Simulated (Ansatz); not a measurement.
A series of calculations on CH$_{2}$O$_{2}$S

## 1. Relaxation

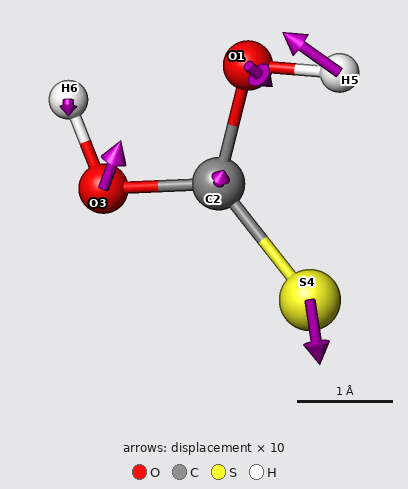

A relaxation of CH2O2S. The starting structure is drawn; purple arrows show the displacements, 10 times their true length. The two geometries are superimposed by the best rigid fit.

A ball-and-stick model, seen at a tilt.

The run prepares an end point of a later path (torsion) calculation, from a guessed geometry.

Computed with RHF/def2-SVP (Ansatz). (no spin polarisation; force threshold 0.015 eV/Å; at most 40 steps)

Describe the change and its energy.

After 7 geometry steps the energy has fallen by 37.2 kJ/mol. Largest force component: 3.4 eV/Å at the start, 0.0046 eV/Å at the end. The atom that moves furthest after the best rigid fit is H5 (0.075 Å). By element the largest moves are H 0.075 Å, S 0.071 Å, O 0.057 Å, C 0.021 Å. Among the contacts that change: O1–H5 1.023 → 0.950 Å, C2–S4 1.565 → 1.632 Å, O3–H6 1.007 → 0.950 Å, O1–C2 1.353 → 1.312 Å. Among the angles between lasting bonds that change: C2–O1–H5 104.5° → 109.7°, C2–O3–H6 106.7° → 110.9°.

## 2. Relaxation

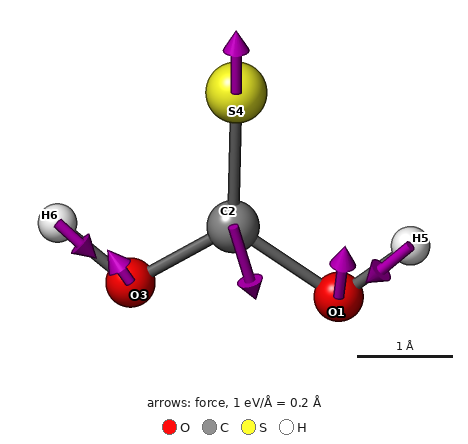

Starting geometry of CH$_{2}$O$_{2}$S with the computed forces as purple arrows. The picture is a ball-and-stick view, seen at a tilt.

The run prepares an end point of a later path (torsion) calculation, from a guessed geometry.

All numbers below come from RHF/def2-SVP (Ansatz 0.2.0). Set-up: no spin polarisation; force threshold 0.015 eV/Å; at most 40 steps.

What follows when this structure is relaxed?

Answer. It isn't relaxed: the largest force vector, on C2, is 4.59 eV/Å. The final displacements follow the starting forces only in part (cosine between the two patterns 0.61). The energy falls by 10.9 kcal/mol in 5 geometry steps. The largest force component goes from 4.4 to 0.0046 eV/Å. The largest moves after the best rigid fit, 0.10 Å, are those of S4 and H5. Largest moves by element: H 0.10 Å, S 0.10 Å, O 0.06 Å, C 0.03 Å. Among the contacts that change: C2–S4 1.565 → 1.645 Å, O1–H5 1.023 → 0.949 Å, O3–H6 1.007 → 0.949 Å, O1–C2 1.353 → 1.297 Å. Among the angles between lasting bonds that change: C2–O1–H5 104.5° → 109.5°, C2–O3–H6 106.7° → 109.5°.

## 3. Path

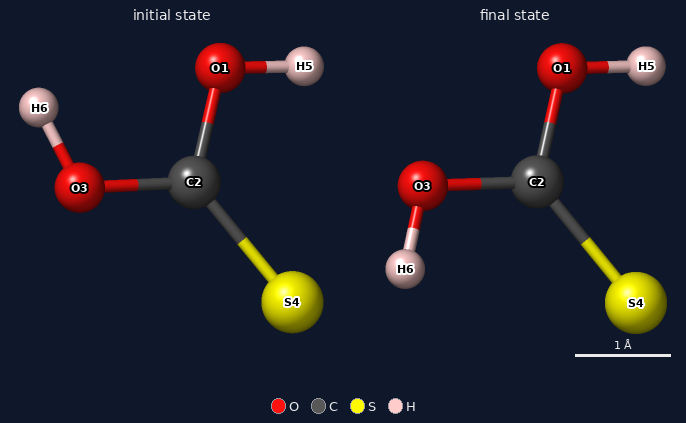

The two relaxed end points of a path for CH$_{2}$O$_{2}$S. Style: ball-and-stick. Shown at a tilt.

These are results of Ansatz 0.2.0, RHF/def2-SVP, not measurements.

Input file:
```yaml
crystal:
  periodic: [false, false, false]
  atoms:
    - { symbol: O, position_ang: [0.76042, 0.470992, -0.502979] }
    - { symbol: C, position_ang: [-0.301644, -0.123089, -0.0131] }
    - { symbol: O, position_ang: [-0.087109, -0.53872, 1.199614] }
    - { symbol: S, position_ang: [-1.706344, -0.313819, -0.822159] }
    - { symbol: H, position_ang: [0.581698, 0.766122, -1.387779] }
    - { symbol: H, position_ang: [0.795179, -0.325685, 1.480302] }
basis:
  gaussian: { orbitals: def2-SVP }
hamiltonian:
  xc: hf
neb:
  order_check: false
  images: 9
  f_tol: 0.05
  max_iterations: 60
  initial_path: idpp
  final_atoms:
    - { symbol: O, position_ang: [0.8429328, 0.60274085, -0.75064684] }
    - { symbol: C, position_ang: [-0.02904518, -0.019545, -0.01874838] }
    - { symbol: O, position_ang: [0.48505486, -0.30139832, 1.13861586] }
    - { symbol: S, position_ang: [-1.56033797, -0.39571428, -0.48885446] }
    - { symbol: H, position_ang: [0.46085522, 0.80575032, -1.59489602] }
    - { symbol: H, position_ang: [-0.15725974, -0.75603256, 1.66842883] }
```

Launched with:
```bash
ansatz run input.yaml --threads 1 --pin off --max-ram 2048MiB --backend cpu --events-out ev --progress --plain --runs-dir out
```

**What barrier does the band find between them, and by what path?**

The highest point, image 5, lies 0.41 eV above the start and 0.56 eV above the end; the end is at −0.15 eV relative to the start. The motion is a rotation about the C2–O3 bond by about 180°. No bond forms or breaks between the ends. The band converged in 7 iterations. The largest component of the band force went from 2.9 to 0.031 eV/Å. The climbing image converged on the top of the path. Its vibrational analysis gives one imaginary mode (607i cm⁻¹), as a transition state must have.

Energies of the converged images:

| image | path (Å) | E (eV) |
| --- | --- | --- |
| 0 | 0.00 | 0.000 |
| 1 | 0.19 | 0.040 |
| 2 | 0.37 | 0.144 |
| 3 | 0.56 | 0.270 |
| 4 | 0.74 | 0.373 |
| 5 | 0.93 | 0.413 |
| 6 | 1.13 | 0.364 |
| 7 | 1.32 | 0.231 |
| 8 | 1.52 | 0.055 |
| 9 | 1.72 | -0.093 |
| 10 | 1.91 | -0.149 |

The geometry at the top of the path:

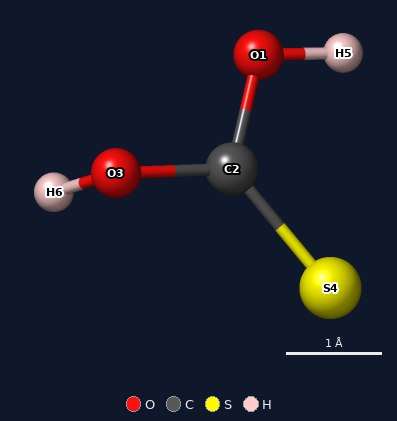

Cost: 62 s on 1 thread of AMD EPYC 7R43 64-Core Processor (Zen 3), on a shared host, peak memory 0.13 GiB.
